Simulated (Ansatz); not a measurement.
**doublet [CH4BGaO2]+: levels of theory compared**

We compute a comparison of 6 runs (UHF/6-31G*, UCAM-B3LYP/6-31G*, UB3LYP/6-31G*, UMP2/6-31G*, UCCSD/6-31G*, UCCSD(T)/6-31G*) of doublet [CH4BGaO2]+. 

The calculation is run with Ansatz 0.2.0.

95 further runs of the same task are left out: 95 set aside as unsound or not needed. Runs told in other sessions of the task aren't counted.

## 1. The system as given

[CH4BGaO2]+: 9 atoms, total charge +1, spin state doublet. SMILES of the parent species: `[OH][Ga]1[BH]O[CH2]1`. The coordinates come from a PBE0-D4/def2-TZVP relaxation. This is one conformer, not always the lowest. That shape belongs to the parent species and isn't relaxed for this state.

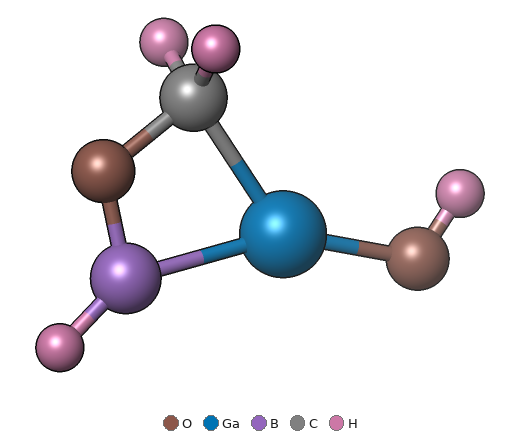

The structure, seen from a chosen angle (oxygen brown, gallium blue, boron purple, carbon grey, hydrogen pink).

## 2. A single-point energy at UHF/6-31G(d) (spherical functions) (run 1)

File input.yaml:

```yaml
crystal:
  periodic: [false, false, false]
  atoms:
    - {symbol: O, position_ang: [-0.140900, 2.668400, -0.180000]}
    - {symbol: Ga, position_ang: [0.206000, 0.920500, -0.222600]}
    - {symbol: B, position_ang: [1.299500, -0.808200, -0.735000]}
    - {symbol: O, position_ang: [0.383300, -1.546100, -0.084800]}
    - {symbol: C, position_ang: [-0.698300, -0.762500, 0.515200]}
    - {symbol: H, position_ang: [-0.939100, 2.905000, 0.298100]}
    - {symbol: H, position_ang: [2.237800, -1.312200, -1.273600]}
    - {symbol: H, position_ang: [-0.704200, -0.956900, 1.589800]}
    - {symbol: H, position_ang: [-1.644100, -1.108100, 0.092800]}
basis:
  gaussian: {orbitals: 6-31G_st_-spherical.json}
total_charge: 1
magnetization: {spin_polarized: true, initial_magnetization: 1}
hamiltonian: {xc: hf}
accuracy: high
output: {orbitals: {seedname: orbitals}}
```

The basis set 6-31G* is read from a file made from the Basis Set Exchange's data (not shown).

Started as:

```sh
$ ansatz run input.yaml --threads 1 --pin off --max-ram 2610MiB --events-out events.jsonl --progress --plain --runs-dir runs
```

The program printed:

```text
Warning: RAYON_NUM_THREADS=1 ignored (pool sized by the plan → 1); use --threads N
Functional definition: HF
  name "HF"
  exchange = exact_x
  correlation = 0
2182 factors; integrals over basis functions are off by at most 8.8e-9 eV
mean field evaluation 1: about -58148.6075 eV, gradient 4.6e1 eV
mean field evaluation 2: about -58148.7051 eV, gradient 4.6e1 eV
mean field evaluation 4: about -58157.6213 eV, gradient 3.5e0 eV
mean field evaluation 8: about -58157.7854 eV, gradient 7.6e-1 eV
mean field evaluation 16: about -58157.8057 eV, gradient 1.3e-8 eV
mean field evaluation 32: about -58157.7451 eV, gradient 6.4e-1 eV
mean field evaluation 64: about -58155.9864 eV, gradient 1.1e1 eV
mean field evaluation 96: about -58152.9246 eV, gradient 2.5e1 eV
mean field -58157.80569864 eV, -2137.2599386485 hartree, gradient 1.6e-8 eV, S^2 0.801192; 1 other end points of the search recorded, 0 dependent functions left out
reference -58157.80569864 eV, -2137.2599386485 hartree; 31, 30 occupied and 65, 66 virtual orbitals, 2182 factors
Total energy: -58157.80569864 eV, -2137.2599386485 hartree
```

Wall time 20 s (1 thread of Arm Neoverse V1, shared host); peak memory 0.5 GiB.

## 3. The energy at UCAM-B3LYP/6-31G(d) (spherical functions) (run 2)

File job.yaml:

```yaml
crystal:
  periodic: [false, false, false]
  atoms:
    - {symbol: O, position_ang: [-0.140900, 2.668400, -0.180000]}
    - {symbol: Ga, position_ang: [0.206000, 0.920500, -0.222600]}
    - {symbol: B, position_ang: [1.299500, -0.808200, -0.735000]}
    - {symbol: O, position_ang: [0.383300, -1.546100, -0.084800]}
    - {symbol: C, position_ang: [-0.698300, -0.762500, 0.515200]}
    - {symbol: H, position_ang: [-0.939100, 2.905000, 0.298100]}
    - {symbol: H, position_ang: [2.237800, -1.312200, -1.273600]}
    - {symbol: H, position_ang: [-0.704200, -0.956900, 1.589800]}
    - {symbol: H, position_ang: [-1.644100, -1.108100, 0.092800]}
basis:
  gaussian:
    orbitals: 6-31G_st_-spherical.json
accuracy: high
hamiltonian:
  xc: {name: CAM-B3LYP}
magnetization:
  spin_polarized: true
  initial_magnetization: 1
total_charge: 1
output: {orbitals: {seedname: orbitals}}
```

The basis set 6-31G* is read from a file made from the Basis Set Exchange's data (not shown).

Started as:

```sh
$ ansatz run job.yaml --threads 1 --pin off --max-ram 2610MiB --events-out events.jsonl --progress --plain --runs-dir runs
```

The program printed, cut to the lines that bear on the results:

```text
Warning: RAYON_NUM_THREADS=1 ignored (pool sized by the plan → 1); use --threads N
Functional definition: CAM-B3LYP
  name "CAM-B3LYP"
[...]
2182 factors; integrals over basis functions are off by at most 8.8e-9 eV
458 factors; integrals over basis functions are off by at most 2.5e-9 eV
[...]
mean field -58234.55048650 eV, -2140.0802575828 hartree, gradient 3.4e-8 eV, S^2 0.763012; 2 other end points of the search recorded, 0 dependent functions left out
reference -58234.55050684 eV, -2140.0802583303 hartree; 31, 30 occupied and 65, 66 virtual orbitals, 2182 factors
Total energy: -58234.55050684 eV, -2140.0802583303 hartree
```

Wall time 35 s (1 thread of Arm Neoverse V1, shared host); peak memory 0.63 GiB.

Run 3 isn't shown in full; the table further down has it.

## 4. The energy at UMP2/6-31G(d) (spherical functions) (run 4)

Changes to input.yaml since step 2:

```diff
@@ -13,7 +13,11 @@
 basis:
-  gaussian: {orbitals: 6-31G_st_-spherical.json}
+  gaussian:
+    orbitals: 6-31G_st_-spherical.json
 total_charge: 1
-magnetization: {spin_polarized: true, initial_magnetization: 1}
-hamiltonian: {xc: hf}
+magnetization:
+  spin_polarized: true
+  initial_magnetization: 1
+correlation:
+  method: mp2
+  frozen_orbitals: {B: 1, C: 1, Ga: 9, H: 0, O: 1}
 accuracy: high
-output: {orbitals: {seedname: orbitals}}
```

The basis set 6-31G* is read from a file made from the Basis Set Exchange's data (not shown).

Started as:

```sh
$ ansatz run input.yaml --threads 1 --pin off --max-ram 2610MiB --events-out events.jsonl --progress --plain --runs-dir runs
```

The program printed, cut to the lines that bear on the results:

```text
Warning: RAYON_NUM_THREADS=1 ignored (pool sized by the plan → 1); use --threads N
[... 2 set-up lines as earlier in the session ...]
[...]
2182 factors; integrals over basis functions are off by at most 8.8e-9 eV
[...]
mean field -58157.80569864 eV, -2137.2599386485 hartree, gradient 1.6e-8 eV, S^2 0.801192; 6 other end points of the search recorded, 0 dependent functions left out
13 core orbitals not correlated: weight in the atoms' cores, before any rotation towards them, 1.000 or more for the frozen orbitals, at most 0.000 for the correlated occupied ones
reference -58157.80569864 eV, -2137.2599386485 hartree; 18, 17 occupied and 65, 66 virtual orbitals, 2182 factors
second order -21.25935927 eV of doubles, -0.00000000 eV of singles
Total energy: -58179.06505791 eV, -2138.0412056917 hartree
```

Wall time 21 s (1 thread of Arm Neoverse V1, shared host); peak memory 0.53 GiB.

Run 5 isn't shown in full; the table further down has it.

## 5. A single-point energy at UCCSD(T)/6-31G(d) (spherical functions) (run 6)

File in.yaml:

```yaml
basis:
  gaussian:
    orbitals: 6-31G_st_-spherical.json
crystal:
  periodic: [false, false, false]
  atoms:
    - symbol: O
      position_ang: [-0.140900, 2.668400, -0.180000]
    - symbol: Ga
      position_ang: [0.206000, 0.920500, -0.222600]
    - symbol: B
      position_ang: [1.299500, -0.808200, -0.735000]
    - symbol: O
      position_ang: [0.383300, -1.546100, -0.084800]
    - symbol: C
      position_ang: [-0.698300, -0.762500, 0.515200]
    - symbol: H
      position_ang: [-0.939100, 2.905000, 0.298100]
    - symbol: H
      position_ang: [2.237800, -1.312200, -1.273600]
    - symbol: H
      position_ang: [-0.704200, -0.956900, 1.589800]
    - symbol: H
      position_ang: [-1.644100, -1.108100, 0.092800]
correlation:
  method: ccsd_t
  frozen_orbitals: {B: 1, C: 1, Ga: 9, H: 0, O: 1}
magnetization:
  spin_polarized: true
  initial_magnetization: 1
scf:
  omitted_lower_state_checks: [cluster_reference, increment]
total_charge: 1
accuracy: high
```

The basis set 6-31G* is read from a file made from the Basis Set Exchange's data (not shown).

Started as:

```sh
$ ansatz run in.yaml --threads 1 --pin off --max-ram 2610MiB --events-out events.jsonl --progress --plain --runs-dir runs
```

The program printed, cut to the lines that bear on the results:

```text
Warning: RAYON_NUM_THREADS=1 ignored (pool sized by the plan → 1); use --threads N
[... 2 set-up lines as earlier in the session ...]
[...]
2182 factors; integrals over basis functions are off by at most 8.8e-9 eV
[...]
mean field -58157.80569864 eV, -2137.2599386485 hartree, gradient 1.6e-8 eV, S^2 0.801192; 6 other end points of the search recorded, 0 dependent functions left out
13 core orbitals not correlated: weight in the atoms' cores, before any rotation towards them, 1.000 or more for the frozen orbitals, at most 0.000 for the correlated occupied ones
reference -58157.80569864 eV, -2137.2599386485 hartree; 18, 17 occupied and 65, 66 virtual orbitals, 2182 factors
second order -21.25935927 eV of doubles, -0.00000000 eV of singles
cycle   1  -20.66594057 eV  change    5.9e-1 eV  update   1.5e-1
[...]
cycle  32  -21.60283572 eV  change  -3.2e-10 eV  update   1.4e-9
perturbative correction -0.64873951 eV, -0.0238407372 hartree
Total energy: -58180.05727387 eV, -2138.0776689554 hartree
Checks for a lower state left out: cluster_reference, increment
```

It took 4 min on 1 thread of Arm Neoverse V1, shared host; peak memory 1.3 GiB.

## 6. The series

```
run                                    level  Cartesian functions  frozen core orbitals   energy (Eh)   ⟨S²⟩  wall time
  1         UHF/6-31G* (spherical functions)                   no                     –  -2137.259939  0.801       20 s
  2  UCAM-B3LYP/6-31G* (spherical functions)                   no                     –  -2140.080258  0.763       35 s
  3      UB3LYP/6-31G* (Cartesian functions)                  yes                     –  -2140.118585  0.759       29 s
  4        UMP2/6-31G* (spherical functions)                   no                    13  -2138.041206  0.801       21 s
  5       UCCSD/6-31G* (spherical functions)                   no                    13  -2138.053828  0.801    2.9 min
  6    UCCSD(T)/6-31G* (spherical functions)                   no                    13  -2138.077669  0.801      4 min
```

## 7. Results

| quantity | value |
| --- | --- |
| run 6: total energy | -2138.07767 Eh |
| run 6: correlation energy (13 core orbitals frozen) | -817.7 mEh |
| run 6: (T) correction | -23.84 mEh |
| run 6: ⟨S²⟩ of the reference determinant | 0.801 |
| run 6: T1 diagnostic | 0.023 |

What this shows: Below the UHF energy at the same shape and in the same basis (6-31G*): UMP2 -781.3 mEh; UCCSD -793.9 mEh; UCCSD(T) -817.7 mEh. Totals of different functionals can't be ranked against each other. All runs together took 8.6 min, the longest 4 min.
